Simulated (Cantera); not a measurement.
Feed: 1 mol SiH₂Cl₂, 0.15 mol H₂O, 1.7 mol H₂, held at 1.00 bar.

These are equilibrium values from Cantera (NASA tables, ideal gas, pure condensed phases), not measurements of a reactor. Candidate condensed phases: H₂O, Si, SiO₂; 30 gas species. Mutual solubility and eutectic melting of coexisting phases are not modelled. The tables' values for SiCl₃ are old estimates; treat these amounts as uncertain. The tables hold silica as quartz up to 1696 K and as liquid above; real silica turns to tridymite and cristobalite and melts near 1996 K. The numbers say what is thermodynamically allowed, not how fast it happens.

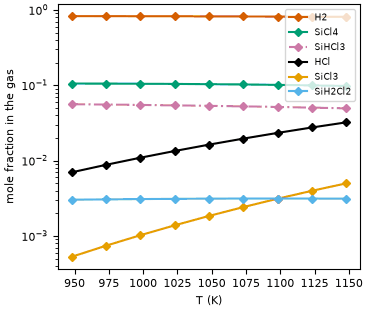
Fig. 1. Equilibrium gas composition (values under 1e-9 drawn at 1e-9)

### Question
Read off the mole fractions at 1073 K.

### Answer
H₂ about 0.82, SiCl₄ about 0.10, SiHCl₃ about 0.052, HCl about 0.020, SiH₂Cl₂ about 0.0031, SiCl₃ about 0.0024.
